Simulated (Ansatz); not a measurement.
**BH3O (BH2(OH)): HF/STO-3G**

What is the vertical ionisation energy of BH3O (BH2(OH)) at HF/STO-3G? 

The calculation is run with Ansatz 0.2.0.

45 further runs of the same task are left out: 1 that didn't finish, 44 set aside as unsound or not needed.

## (1) Starting point

The species is BH3O (5 atoms), meant as a singlet with charge 0. SMILES: `[H]B([H])O`. Geometry: relaxed at GFN2-xTB.

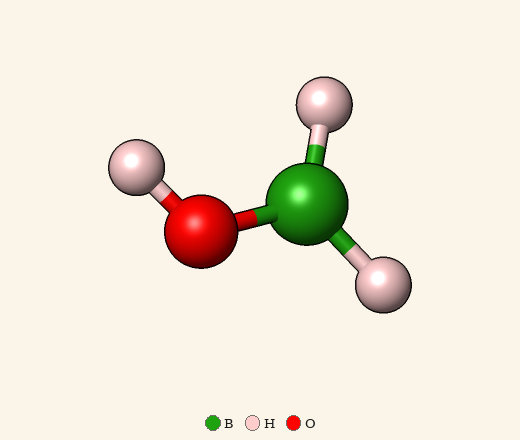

The structure, seen from a chosen angle (boron green, hydrogen pink, oxygen red).

## (2) The energy at HF/STO-3G

The input, in.yaml:

```yaml
crystal:
  periodic: [false, false, false]
  atoms:
    - {symbol: B, position_ang: [0.270970, 0.302480, -0.108500]}
    - {symbol: H, position_ang: [1.403550, 0.390040, -0.395610]}
    - {symbol: H, position_ang: [-0.432910, 1.251360, -0.080700]}
    - {symbol: O, position_ang: [-0.159420, -0.918700, 0.174490]}
    - {symbol: H, position_ang: [-1.082200, -1.025180, 0.410320]}
basis:
  gaussian:
    orbitals: STO-3G
hamiltonian:
  xc: hf
accuracy: high
```

Launch:

```
$ ansatz run in.yaml --threads 1 --pin off --max-ram 2610MiB --events-out events.jsonl --progress --plain --runs-dir runs
```

The log of the run:

```text
Warning: RAYON_NUM_THREADS=1 ignored (pool sized by the plan → 1); use --threads N
Functional definition: HF
  name "HF"
  exchange = exact_x
  correlation = 0
207 factors; integrals over basis functions are off by at most 3.1e-8 eV
mean field evaluation 1: about -2719.5615 eV, gradient 1.8e1 eV
mean field evaluation 2: about -2719.6020 eV, gradient 1.8e1 eV
mean field evaluation 4: about -2720.7078 eV, gradient 1.2e0 eV
mean field evaluation 8: about -2720.7136 eV, gradient 1.2e-6 eV
mean field -2720.71360250 eV, -99.9843807258 hartree, gradient 7.1e-8 eV, S^2 0.000000; 0 other end points of the search recorded, 0 dependent functions left out
reference -2720.71360250 eV, -99.9843807258 hartree; 8, 8 occupied and 5, 5 virtual orbitals, 207 factors
Total energy: -2720.71360250 eV, -99.9843807258 hartree
```

It took 0.06 s on 1 thread of Arm Neoverse V1, shared host.

## (3) The doublet cation at the same level

The input, job.yaml:

```yaml
crystal:
  periodic: [false, false, false]
  atoms:
    - symbol: B
      position_ang: [0.270970, 0.302480, -0.108500]
    - symbol: H
      position_ang: [1.403550, 0.390040, -0.395610]
    - symbol: H
      position_ang: [-0.432910, 1.251360, -0.080700]
    - symbol: O
      position_ang: [-0.159420, -0.918700, 0.174490]
    - symbol: H
      position_ang: [-1.082200, -1.025180, 0.410320]
basis:
  gaussian:
    orbitals: STO-3G
total_charge: 1
magnetization:
  spin_polarized: true
  initial_magnetization: 1
hamiltonian:
  xc: hf
accuracy: high
```

Launch:

```
$ ansatz run job.yaml --threads 1 --pin off --max-ram 2610MiB --events-out events.jsonl --progress --plain --runs-dir runs
```

The log of the run:

```text
Warning: RAYON_NUM_THREADS=1 ignored (pool sized by the plan → 1); use --threads N
Functional definition: HF
  name "HF"
  exchange = exact_x
  correlation = 0
207 factors; integrals over basis functions are off by at most 3.1e-8 eV
mean field evaluation 1: about -2706.1917 eV, gradient 2.4e1 eV
mean field evaluation 2: about -2706.2207 eV, gradient 2.4e1 eV
mean field evaluation 4: about -2710.4837 eV, gradient 2.2e0 eV
mean field evaluation 8: about -2711.2100 eV, gradient 1.7e0 eV
mean field evaluation 16: about -2711.2328 eV, gradient 9.2e-6 eV
mean field evaluation 32: about -2710.9266 eV, gradient 1.1e-1 eV
mean field evaluation 64: about -2706.1197 eV, gradient 1.6e1 eV
mean field evaluation 96: about -2711.2328 eV, gradient 1.8e-3 eV
mean field -2711.23284797 eV, -99.6359694234 hartree, gradient 4.1e-8 eV, S^2 0.761534; 3 other end points of the search recorded, 0 dependent functions left out
reference -2711.23284797 eV, -99.6359694234 hartree; 8, 7 occupied and 5, 6 virtual orbitals, 207 factors
Total energy: -2711.23284797 eV, -99.6359694234 hartree
```

Wall time 0.1 s (1 thread of Arm Neoverse V1, shared host).

## (4) What came out

Level: HF/STO-3G.

| quantity | value |
| --- | --- |
| singlet BH3O: total energy | -99.98438 Eh |
| doublet cation: total energy | -99.63597 Eh |
| doublet cation: ⟨S²⟩ | 0.762 |
| vertical ionisation energy (to the doublet cation) | 9.481 eV |

**Reading.** Removing an electron at fixed nuclei costs 9.48 eV (915 kJ/mol). In a minimal basis such a difference can be off by several eV, whatever the method.
